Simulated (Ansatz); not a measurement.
# C2H7NSi (SMILES C=NC[SiH3]): CCSD/cc-pVDZ

What is the electronic atomisation energy of C2H7NSi at CCSD/cc-pVDZ? 

The results are computed with Ansatz 0.2.0.

52 further runs of the same task are left out: 52 set aside as unsound or not needed.

### 1 The system as given

C2H7NSi: 11 atoms, total charge 0, spin state singlet. As SMILES, `C=NC[SiH3]`. Geometry: relaxed at PBE0-D4/def2-TZVP. This is one conformer, not always the lowest.

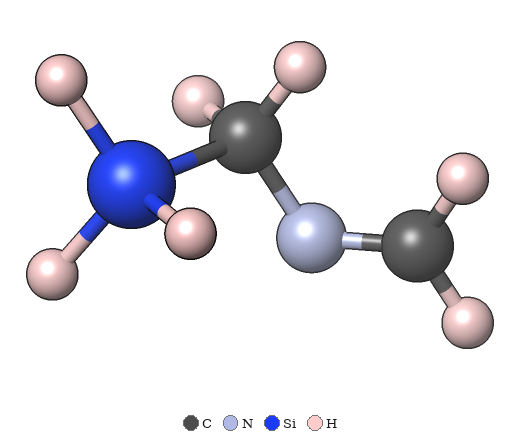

Viewed from a chosen angle; carbon dark grey, nitrogen light blue, silicon blue, hydrogen pink.

### 2 A single-point energy at CCSD/cc-pVDZ

Input file molecule.yaml:

```yaml
basis:
  gaussian: {orbitals: cc-pVDZ}
crystal:
  periodic: [false, false, false]
  atoms:
    - {symbol: C, position_ang: [-0.639400, 1.869300, 0.363900]}
    - {symbol: N, position_ang: [-0.998600, 0.713100, 0.018000]}
    - {symbol: C, position_ang: [-0.299000, -0.417000, 0.562600]}
    - {symbol: Si, position_ang: [0.706300, -1.257400, -0.802700]}
    - {symbol: H, position_ang: [-1.145900, 2.733500, -0.063200]}
    - {symbol: H, position_ang: [0.166900, 2.059000, 1.086600]}
    - {symbol: H, position_ang: [-1.029900, -1.151400, 0.917900]}
    - {symbol: H, position_ang: [0.365200, -0.161700, 1.404500]}
    - {symbol: H, position_ang: [1.729600, -0.311300, -1.319900]}
    - {symbol: H, position_ang: [-0.179800, -1.683000, -1.914500]}
    - {symbol: H, position_ang: [1.389900, -2.450100, -0.232400]}
correlation: {method: ccsd, frozen_orbitals: {C: 1, H: 0, "N": 1, Si: 5}}
accuracy: high
scf: {omitted_lower_state_checks: [cluster_reference, increment]}
```

The run is started by

```sh
ansatz run molecule.yaml --threads 1 --pin off --max-ram 2610MiB --events-out events.jsonl --progress --plain --runs-dir runs
```

Output, shortened:

```text
Warning: RAYON_NUM_THREADS=1 ignored (pool sized by the plan → 1); use --threads N
Functional definition: HF
  name "HF"
[...]
2314 factors; integrals over basis functions are off by at most 3.8e-9 eV
[...]
mean field -11514.83465787 eV, -423.1623686415 hartree, gradient 3.3e-8 eV, S^2 0.000000; 0 other end points of the search recorded, 0 dependent functions left out
8 core orbitals not correlated: weight in the atoms' cores, before any rotation towards them, 1.000 or more for the frozen orbitals, at most 0.000 for the correlated occupied ones
reference -11514.83465787 eV, -423.1623686415 hartree; 12, 12 occupied and 75, 75 virtual orbitals, 2314 factors
second order -14.79583923 eV of doubles, -0.00000000 eV of singles
cycle   1  -15.66066462 eV  change   -8.6e-1 eV  update   9.4e-2
[...]
cycle  22  -16.27111890 eV  change    1.4e-9 eV  update   1.6e-9
Total energy: -11531.10577677 eV, -423.7603212322 hartree
Checks for a lower state left out: cluster_reference, increment
```

It took 26 s on 1 thread of Arm Neoverse V1, shared host; peak memory 0.64 GiB.

### 3 The C atom at the same level

Input file in.yaml:

```yaml
crystal:
  periodic: [false, false, false]
  atoms:
    - {symbol: C, position_ang: [0.000000, 0.000000, 0.000000]}
basis:
  gaussian:
    orbitals: cc-pVDZ
scf:
  omitted_lower_state_checks: [cluster_reference, increment]
accuracy: high
correlation:
  method: ccsd
  frozen_orbitals: {C: 1}
magnetization:
  spin_polarized: true
  initial_magnetization: 2
```

Run the same way, it converges to -37.75945 Eh (log not shown).

### 4 The H atom: a single-point energy at UHF/cc-pVDZ

Input file input.yaml:

```yaml
crystal:
  periodic: [false, false, false]
  atoms:
    - {symbol: H, position_ang: [0.000000, 0.000000, 0.000000]}
basis:
  gaussian:
    orbitals: cc-pVDZ
hamiltonian:
  xc: hf
magnetization:
  spin_polarized: true
  initial_magnetization: 1
accuracy: high
```

The run is started by

```sh
ansatz run input.yaml --threads 1 --pin off --max-ram 2610MiB --events-out events.jsonl --progress --plain --runs-dir runs
```

Output:

```text
Warning: RAYON_NUM_THREADS=1 ignored (pool sized by the plan → 1); use --threads N
Functional definition: HF
  name "HF"
  exchange = exact_x
  correlation = 0
15 factors; integrals over basis functions are off by at most 4.6e-8 eV
mean field evaluation 1: about -13.5522 eV, gradient 1.6e0 eV
mean field evaluation 2: about -13.5522 eV, gradient 1.6e0 eV
mean field evaluation 4: about -13.5861 eV, gradient 1.4e-4 eV
mean field evaluation 8: about -13.5861 eV, gradient 4.9e-14 eV
mean field -13.58605748 eV, -0.4992784034 hartree, gradient 1.6e-10 eV, S^2 0.750000; 0 other end points of the search recorded, 0 dependent functions left out
reference -13.58605748 eV, -0.4992784034 hartree; 1, 0 occupied and 4, 5 virtual orbitals, 15 factors
Total energy: -13.58605748 eV, -0.4992784034 hartree
```

Run time: 0.04 s. Hardware: 1 thread of Arm Neoverse V1, shared host.

### 5 The N atom at the same level

Input file run.yaml:

```yaml
crystal:
  periodic: [false, false, false]
  atoms:
    - symbol: "N"
      position_ang: [0.000000, 0.000000, 0.000000]
basis:
  gaussian:
    orbitals: cc-pVDZ
correlation:
  method: ccsd
  frozen_orbitals: {"N": 1}
scf:
  omitted_lower_state_checks: [cluster_reference, increment]
accuracy: high
magnetization:
  spin_polarized: true
  initial_magnetization: 3
```

Run the same way, it converges to -54.47787 Eh (log not shown).

### 6 The Si atom

Input file run.yaml:

```yaml
crystal:
  periodic: [false, false, false]
  atoms:
    - symbol: Si
      position_ang: [0.000000, 0.000000, 0.000000]
basis:
  gaussian: {orbitals: cc-pVDZ}
magnetization: {spin_polarized: true, initial_magnetization: 2}
correlation: {method: ccsd, frozen_orbitals: {Si: 5}}
accuracy: high
scf: {omitted_lower_state_checks: [cluster_reference, increment]}
```

Run the same way, it converges to -288.91409 Eh (log not shown).

### 7 Results

Level: CCSD/cc-pVDZ, 8 core orbitals frozen.

| quantity | value |
| --- | --- |
| molecule: total energy | -423.76032 Eh |
| molecule: correlation energy (8 core orbitals frozen) | -598.0 mEh |
| molecule: T1 diagnostic | 0.011 |
| C atom: total energy | -37.75945 Eh |
| C atom: correlation energy (1 core orbital frozen) | -72.9 mEh |
| C atom: ⟨S²⟩ of the reference determinant | 2.006 |
| C atom: T1 diagnostic | 0.007 |
| H atom: total energy | -0.49928 Eh |
| H atom: ⟨S²⟩ | 0.750 |
| N atom: total energy | -54.47787 Eh |
| N atom: correlation energy (1 core orbital frozen) | -86.8 mEh |
| N atom: ⟨S²⟩ of the reference determinant | 3.754 |
| N atom: T1 diagnostic | 0.004 |
| Si atom: total energy | -288.91409 Eh |
| Si atom: correlation energy (5 core orbitals frozen) | -64.0 mEh |
| Si atom: ⟨S²⟩ of the reference determinant | 2.011 |
| Si atom: T1 diagnostic | 0.010 |
| electronic atomisation energy | 36.858 eV |

Taking the molecule apart into free atoms costs 36.86 eV (850 kcal/mol), before zero-point energy and without spin-orbit coupling.
